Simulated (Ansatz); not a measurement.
# Cl6O3Sn3: what the fields show

Input file:

```
crystal:
  periodic: [false, false, false]
  atoms:
    - {symbol: Sn, position_ang: [-0.610162, -0.614887, -1.876683]}
    - {symbol: Cl, position_ang: [-2.066885, -2.403960, -2.253257]}
    - {symbol: Cl, position_ang: [0.042633, 0.358835, -3.898643]}
    - {symbol: O, position_ang: [-1.556088, 0.757296, -0.789620]}
    - {symbol: Sn, position_ang: [-1.085628, 1.431292, 1.022510]}
    - {symbol: Cl, position_ang: [-0.735282, 3.738337, 0.889499]}
    - {symbol: Cl, position_ang: [-2.847270, 0.946182, 2.480484]}
    - {symbol: O, position_ang: [0.571130, 0.578195, 1.720289]}
    - {symbol: Sn, position_ang: [1.701598, -0.809001, 0.850087]}
    - {symbol: Cl, position_ang: [1.705693, -2.721119, 2.194881]}
    - {symbol: Cl, position_ang: [3.866980, 0.037779, 0.611959]}
    - {symbol: O, position_ang: [1.013292, -1.298938, -0.951506]}
basis:
  gaussian: {orbitals: def2-TZVP, initial_orbitals: start.molden}
hamiltonian: {xc: pbe0, dispersion: d4}
scf: {omitted_lower_state_checks: [starts]}
output: {orbitals: {seedname: orbitals}}
```

Run with:

```sh
ansatz run in.yaml --threads 4 --pin off --events-out ev --progress --plain --max-ram 6963MiB
```

Geometry: PBE-D4/def2-SVP; core potentials replace the inner electrons of Sn.

Theory: RKS PBE0-D4/def2-TZVP in Ansatz.

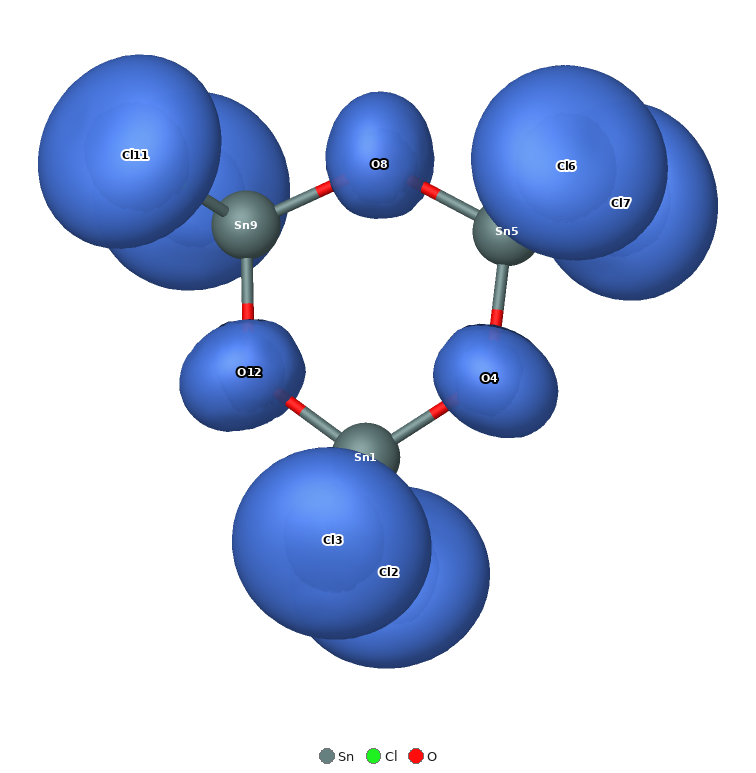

Figure 1. Isosurface of the electron localisation function at 0.75 (blue), seen at a tilt. Only the valence region is drawn (cores and ρ < 0.01 e/Å³ removed).

What do the ELF domains correspond to?

At this value the surface marks out six regions wrapped around Cl (the valence shell of each) and three regions wrapped around O (the valence shell of each).


Sn–O (1.99 Å): the ELF peaks at about 0.80 in the valence shell of O, 0.6 Å from its nucleus, and drops to about 0.15 between the two atoms. Sn–Cl (2.34 Å): the ELF peaks at about 0.80 in the valence shell of Cl, 0.8 Å from its nucleus, and drops to about 0.15 between the two atoms.

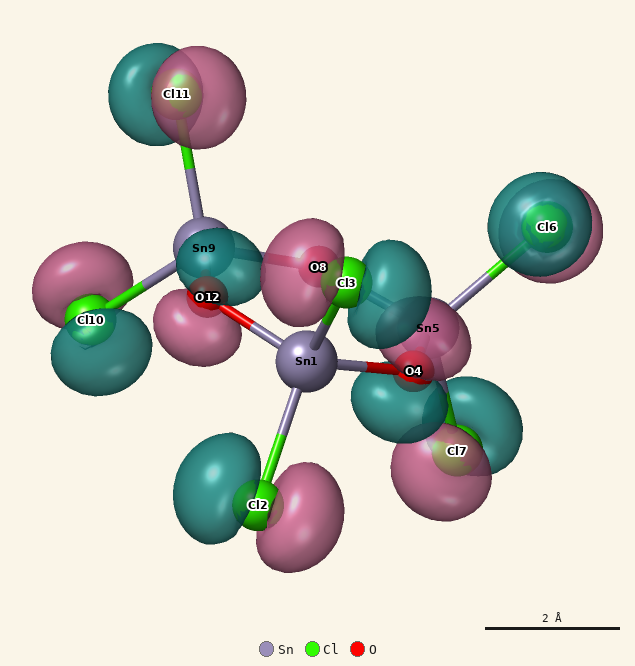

Figure 2. The HOMO at ±0.1 Å⁻³ᐟ² (teal and pink are the two phases), seen at an oblique angle.

Where does this orbital lie, and at what energy?

Its weight (Hirshfeld) is mainly on O4 (about 10 %), O12 (about 10 %), Cl2 (about 10 %), Cl7 (about 10 %), Cl10 (about 10 %), Cl3 (about 10 %), Cl6 (about 10 %) and Cl11 (about 10 %); largely a combination of lone pairs on O4, O12, Cl2, Cl7, Cl10, Cl3, Cl6 and Cl11. It is one of a degenerate set, so its orientation is arbitrary. Its energy is −9.76 eV.

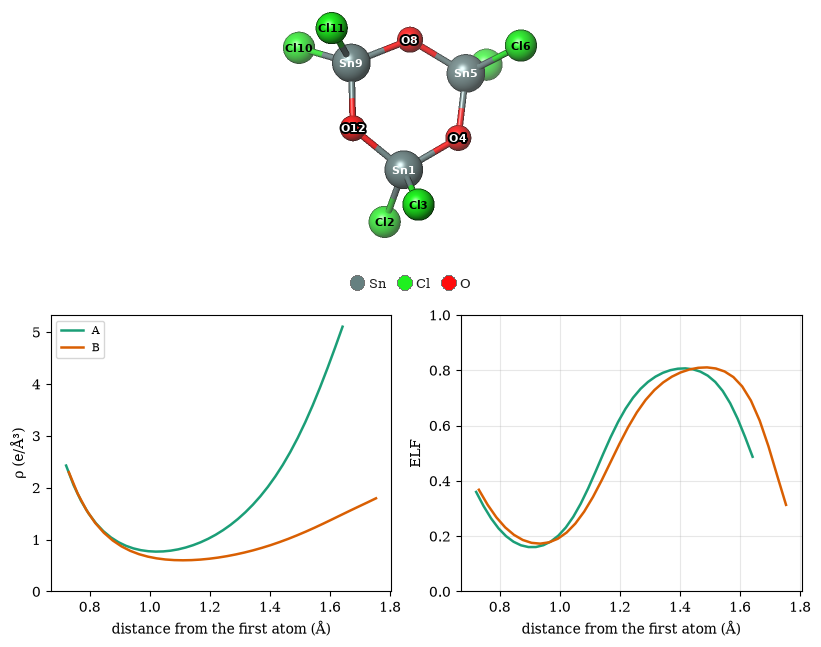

Figure 3. Electron density and ELF along straight lines between neighbouring atoms. The curves leave out the atomic cores. The structure is drawn too.

Which curve belongs to which contact (Sn–Cl and Sn–O)? The first atom named is at distance zero.

Curve A: Sn–O (1.99 Å): the density is about 0.78 e/Å³ at the midpoint; the ELF peaks at about 0.80 in the valence shell of O, 0.6 Å from its nucleus, and drops to about 0.15 between the two atoms. Curve B: Sn–Cl (2.34 Å): ρ at the midpoint is about 0.62 e/Å³; the ELF peaks at about 0.80 in the valence shell of Cl, 0.8 Å from its nucleus, and drops to about 0.15 between the two atoms.
